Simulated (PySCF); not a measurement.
# GeSiNH5ClF (SMILES F[SiH](Cl)[NH][GeH3]) at 6 levels

Aim: a comparison of 6 runs (HF/STO-3G, HF/3-21G, HF/def2-SVP, PBE/3-21G, B3LYP/6-31G*, TPSSh/aug-cc-pVDZ) of GeSiNH5ClF. 

The results are computed with PySCF 2.14.0.

## Step 1: The structure to begin with

The species is GeSiNH5ClF (10 atoms), meant as a singlet with charge 0. SMILES: `F[SiH](Cl)[NH][GeH3]`. The shape is that of a PBE0-D4/def2-TZVP optimisation. This is one conformer, not always the lowest.

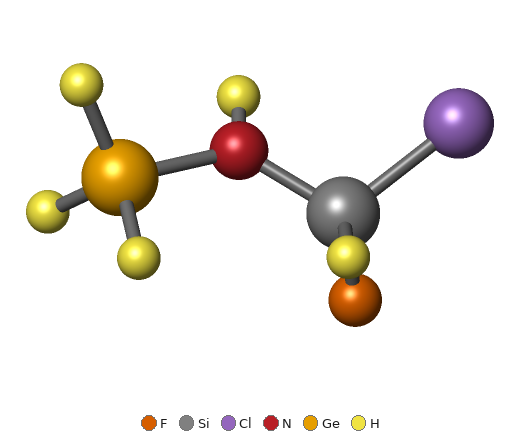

The structure, seen from a chosen angle (fluorine orange, silicon grey, chlorine purple, nitrogen red, germanium amber, hydrogen yellow).

## Step 2: Energy and forces at HF/STO-3G (run 1)

The input, job.py:

```python
# F[SiH](Cl)[NH][GeH3]
import pyscf.grad
from pyscf import gto, scf

mol = gto.Mole()
mol.atom = '''
F       -2.165600       0.767500       1.173500
Si      -0.660500       0.275600       1.351500
Cl      -0.663800      -0.893300       3.027400
N       -0.087300      -0.620200       0.042800
Ge       0.725400       0.030100      -1.485600
H        0.154300       1.484800       1.552300
H       -0.298200      -1.607800       0.030900
H        0.984600       1.518000      -1.222900
H       -0.202800      -0.159500      -2.696200
H        2.039000      -0.734400      -1.710300
'''
mol.basis = 'sto-3g'
mol.max_memory = 1860
mol.verbose = 4
mol.build()

mf = scf.RHF(mol)
mf.conv_tol = 1e-10
mf.kernel()
if not mf.converged:
    mf = mf.newton().run(mf.mo_coeff, mf.mo_occ)

etot = mf.e_tot
print('Final energy', etot)
grad = mf.Gradients().kernel()
dip = mf.dip_moment()
pop, q = mf.mulliken_pop()
```

On the command line:

```console
OMP_NUM_THREADS=1 python job.py
```

The program printed:

```text
PySCF version 2.14.0

[... 64 lines left out ...]
converged SCF energy = -2946.75861631949
Final energy -2946.758616319489
[... 11 lines left out ...]
Dipole moment(X, Y, Z, Debye):  1.16584,  0.86581, -3.14732
[... 23 lines left out ...]
pop of  2 Cl 3pz          1.65505
pop of  3 N 1s            1.99525
pop of  3 N 2s            1.54940
pop of  3 N 2px           1.72566
pop of  3 N 2py           1.12678
pop of  3 N 2pz           1.32157
pop of  4 Ge 1s           1.99998
pop of  4 Ge 2s           1.99875
pop of  4 Ge 3s           1.99754
pop of  4 Ge 4s           1.16938
pop of  4 Ge 2px          1.99957
pop of  4 Ge 2py          1.99957
pop of  4 Ge 2pz          1.99956
pop of  4 Ge 3px          1.98077
pop of  4 Ge 3py          1.98073
pop of  4 Ge 3pz          1.97993
pop of  4 Ge 4px          0.78198
pop of  4 Ge 4py          0.78425
pop of  4 Ge 4pz          0.69597
pop of  4 Ge 3dxy         1.98781
pop of  4 Ge 3dyz         1.99275
pop of  4 Ge 3dz^2        1.98562
pop of  4 Ge 3dxz         1.98161
pop of  4 Ge 3dx2-y2      1.98491
pop of  5 H 1s            1.15248
pop of  6 H 1s            0.84455
pop of  7 H 1s            1.12905
pop of  8 H 1s            1.12959
pop of  9 H 1s            1.12794
 ** Mulliken atomic charges  **
charge of    0F =     -0.32954
charge of    1Si =      1.15133
charge of    2Cl =     -0.41883
charge of    3N =     -0.71866
charge of    4Ge =      0.69930
charge of    5H =     -0.15248
charge of    6H =      0.15545
charge of    7H =     -0.12905
charge of    8H =     -0.12959
charge of    9H =     -0.12794
```

Run time: 12 s. Hardware: 1 thread of Intel Xeon at 2.50GHz (Skylake/Cascade Lake), shared host; peak memory 0.12 GiB.

## Step 3: Energy and gradient at HF/3-21G (run 2)

The input, input.py:

```python
# F[SiH](Cl)[NH][GeH3]
import pyscf.grad
from pyscf import gto

system = gto.M(
    atom='''
F     -4.092391     1.450365     2.217594
Si    -1.248164     0.520809     2.553965
Cl    -1.254400    -1.688092     5.720957
N     -0.164973    -1.172008     0.080880
Ge     1.370807     0.056881    -2.807377
H      0.291585     2.805865     2.933422
H     -0.563516    -3.038302     0.058393
H      1.860624     2.868604    -2.310946
H     -0.383236    -0.301411    -5.095080
H      3.853152    -1.387815    -3.231999
''',
    charge=0,
    verbose=3,
    basis='3-21g',
    max_memory=1860,
    unit='bohr',
)

myscf = system.RHF()
myscf.conv_tol = 1e-10
myscf.kernel()
if not myscf.converged:
    myscf = myscf.newton().run(myscf.mo_coeff, myscf.mo_occ)

etot = myscf.e_tot
print('E(%s) = %.9f' % ('HF', etot))
grad = myscf.Gradients().kernel()
myscf.analyze()
```

On the command line:

```console
OMP_NUM_THREADS=1 python input.py
```

The program printed:

```text
converged SCF energy = -2966.14017720354
[... 15 lines left out ...]
MO #6   energy= -45.9767802917606  occ= 2
[... 6 lines left out ...]
MO #13  energy= -7.95726845051716  occ= 2
[... 6 lines left out ...]
MO #20  energy= -4.31828991074422  occ= 2
[... 6 lines left out ...]
MO #27  energy= -1.58419511887899  occ= 2
[... 6 lines left out ...]
MO #34  energy= -0.649572313687716 occ= 2
[... 6 lines left out ...]
MO #41  energy= -0.468240419171024 occ= 2
[... 6 lines left out ...]
MO #48  energy= 0.235612442074597  occ= 0
[... 6 lines left out ...]
MO #55  energy= 0.456794694552526  occ= 0
[... 6 lines left out ...]
MO #62  energy= 0.850222389774832  occ= 0
[... 6 lines left out ...]
MO #69  energy= 1.47040113091553   occ= 0
[... 6 lines left out ...]
MO #76  energy= 3.81470455966628   occ= 0
[... 11 lines left out ...]
Dipole moment(X, Y, Z, Debye):  1.92030,  0.03458, -3.20191
```

It took 11 s on 1 thread of Intel Xeon at 2.50GHz (Skylake/Cascade Lake), shared host; peak memory 0.15 GiB.

Run 3 isn't shown in full; the table further down has it.

## Step 4: Energy and gradient at PBE/3-21G (run 4)

The input, run.py:

```python
# F[SiH](Cl)[NH][GeH3]
import pyscf.grad
from pyscf import gto, dft

mol = gto.M(
    atom=[
    ('F', (-2.165600, 0.767500, 1.173500)),
    ('Si', (-0.660500, 0.275600, 1.351500)),
    ('Cl', (-0.663800, -0.893300, 3.027400)),
    ('N', (-0.087300, -0.620200, 0.042800)),
    ('Ge', (0.725400, 0.030100, -1.485600)),
    ('H', (0.154300, 1.484800, 1.552300)),
    ('H', (-0.298200, -1.607800, 0.030900)),
    ('H', (0.984600, 1.518000, -1.222900)),
    ('H', (-0.202800, -0.159500, -2.696200)),
    ('H', (2.039000, -0.734400, -1.710300)),
],
    basis='3-21g',
    verbose=4,
    max_memory=1860,
)

mf = dft.RKS(mol, xc='pbe')
mf.conv_tol = 1e-10
mf.grids.level = 5
mf.kernel()
if not mf.converged:
    mf = mf.newton().run(mf.mo_coeff, mf.mo_occ)

e_tot = mf.e_tot
print('E = %.10f Eh' % e_tot)
grad = mf.Gradients().kernel()
dip = mf.dip_moment()
pop, q = mf.mulliken_pop()
```

On the command line:

```console
OMP_NUM_THREADS=1 python run.py
```

The program printed:

```text
PySCF version 2.14.0

[... 83 lines left out ...]
converged SCF energy = -2968.91179186363
[... 13 lines left out ...]
Dipole moment(X, Y, Z, Debye):  1.46907, -0.14954, -2.89461
[... 48 lines left out ...]
pop of  4 Ge 4s           0.85796
pop of  4 Ge 5s           0.45045
pop of  4 Ge 2px          1.99794
pop of  4 Ge 2py          1.99794
pop of  4 Ge 2pz          1.99780
pop of  4 Ge 3px          1.98091
pop of  4 Ge 3py          1.98094
pop of  4 Ge 3pz          1.98003
pop of  4 Ge 4px          0.55933
pop of  4 Ge 4py          0.57137
pop of  4 Ge 4pz          0.48809
pop of  4 Ge 5px          0.22458
pop of  4 Ge 5py          0.21638
pop of  4 Ge 5pz          0.13760
pop of  4 Ge 3dxy         1.99007
pop of  4 Ge 3dyz         1.99039
pop of  4 Ge 3dz^2        1.98742
pop of  4 Ge 3dxz         1.98344
pop of  4 Ge 3dx2-y2      1.98895
pop of  5 H 1s            0.43992
pop of  5 H 2s            0.69685
pop of  6 H 1s            0.43973
pop of  6 H 2s            0.21822
pop of  7 H 1s            0.42272
pop of  7 H 2s            0.65381
pop of  8 H 1s            0.42257
pop of  8 H 2s            0.66110
pop of  9 H 1s            0.42274
pop of  9 H 2s            0.66174
 ** Mulliken atomic charges  **
charge of    0F =     -0.29802
charge of    1Si =      1.08512
charge of    2Cl =     -0.38009
charge of    3N =     -0.99299
charge of    4Ge =      0.62538
charge of    5H =     -0.13677
charge of    6H =      0.34205
charge of    7H =     -0.07653
charge of    8H =     -0.08368
charge of    9H =     -0.08448
```

Wall time 59 s (1 thread of Intel Xeon at 2.50GHz (Skylake/Cascade Lake), shared host); peak memory 0.75 GiB.

Run 5 isn't shown in full; the table further down has it.

## Step 5: Energy and forces at TPSSh/aug-cc-pVDZ (run 6)

The input, input.py:

```python
from pyscf import gto, dft

molecule = gto.M(
    atom='''
F     -4.092391     1.450365     2.217594
Si    -1.248164     0.520809     2.553965
Cl    -1.254400    -1.688092     5.720957
N     -0.164973    -1.172008     0.080880
Ge     1.370807     0.056881    -2.807377
H      0.291585     2.805865     2.933422
H     -0.563516    -3.038302     0.058393
H      1.860624     2.868604    -2.310946
H     -0.383236    -0.301411    -5.095080
H      3.853152    -1.387815    -3.231999
''',
    basis='aug-cc-pvdz',
    max_memory=1860,
    unit='bohr',
    verbose=3,
)

ks = dft.RKS(molecule)
ks.xc = 'tpssh'
ks.grids.level = 5
ks.conv_tol = 1e-10
ks.kernel()
if not ks.converged:
    ks = ks.newton().run(ks.mo_coeff, ks.mo_occ)

e_final = ks.e_tot
print(f'total energy: {e_final:.8f} hartree')
grad = ks.nuc_grad_method().kernel()
dip = ks.dip_moment()
pop, q = ks.mulliken_pop()
```

On the command line:

```console
OMP_NUM_THREADS=1 python input.py
```

The program printed:

```text
converged SCF energy = -2984.43249202807
total energy: -2984.43249203 hartree
[... 8 lines left out ...]
Dipole moment(X, Y, Z, Debye):  1.49948, -0.46246, -2.03830
[... 153 lines left out ...]
pop of  6 H 3py          -0.01162
pop of  6 H 3pz          -0.00022
pop of  7 H 1s            0.72388
pop of  7 H 2s            0.15494
pop of  7 H 3s            0.01991
pop of  7 H 2px           0.00148
pop of  7 H 2py           0.00832
pop of  7 H 2pz           0.00128
pop of  7 H 3px           0.00646
pop of  7 H 3py           0.00187
pop of  7 H 3pz           0.00035
pop of  8 H 1s            0.72462
pop of  8 H 2s            0.11617
pop of  8 H 3s            0.01643
pop of  8 H 2px           0.00380
pop of  8 H 2py           0.00134
pop of  8 H 2pz           0.00576
pop of  8 H 3px          -0.00865
pop of  8 H 3py           0.00280
pop of  8 H 3pz           0.01027
pop of  9 H 1s            0.72492
pop of  9 H 2s            0.12561
pop of  9 H 3s            0.00754
pop of  9 H 2px           0.00663
pop of  9 H 2py           0.00300
pop of  9 H 2pz           0.00125
pop of  9 H 3px           0.00165
pop of  9 H 3py          -0.00239
pop of  9 H 3pz           0.00809
 ** Mulliken atomic charges  **
charge of    0F =     -0.59346
charge of    1Si =      1.01596
charge of    2Cl =     -0.39254
charge of    3N =     -0.52769
charge of    4Ge =      0.04935
charge of    5H =      0.18684
charge of    6H =     -0.07112
charge of    7H =      0.08148
charge of    8H =      0.12748
charge of    9H =      0.12369
```

Wall time 7.6 min (1 thread of Intel Xeon at 2.50GHz (Skylake/Cascade Lake), shared host); peak memory 2.5 GiB.

## Step 6: All runs side by side

| run | level | integration grid | Cartesian functions | energy (Eh) | dipole moment (D) | HOMO energy (eV) | LUMO energy (eV) | wall time |
| --- | --- | --- | --- | --- | --- | --- | --- | --- |
| 1 | HF/STO-3G | – | no | -2946.758616 | 3.47 | -8.61 | 9.61 | 12 s |
| 2 | HF/3-21G | – | no | -2966.140177 | 3.73 | -11.49 | 3.67 | 11 s |
| 3 | HF/def2-SVP | – | no | -2980.132274 | 2.80 | -11.45 | 3.55 | 46 s |
| 4 | PBE/3-21G | 5 | no | -2968.911792 | 3.25 | -6.39 | -0.40 | 59 s |
| 5 | B3LYP/6-31G* (Cartesian functions) | 5 | yes | -2984.198383 | 2.82 | -7.61 | -0.02 | 2.5 min |
| 6 | TPSSh/aug-cc-pVDZ | 5 | no | -2984.432492 | 2.57 | -7.30 | -0.66 | 7.6 min |

## Step 7: Outcome

| quantity | value |
| --- | --- |
| run 6: total energy | -2984.43249 Eh |
| run 6: dipole moment | 2.57 D |
| run 6: HOMO energy | -7.30 eV |
| run 6: LUMO energy | -0.66 eV |
| run 6: HOMO–LUMO gap | 6.65 eV |
| run 6: largest force on an atom | 1.827 eV/Å |

In words: The dipole moment (its size) runs from 2.57 D (TPSSh/aug-cc-pVDZ) to 3.73 D (HF/3-21G). The two ends differ in method and basis. The HOMO–LUMO gap runs from 5.99 eV (PBE/3-21G) to 18.22 eV (HF/STO-3G). Totals of different functionals can't be ranked against each other. In run 1 the basis is minimal, so the values are rough. All runs together took 12 min, the longest 7.6 min.
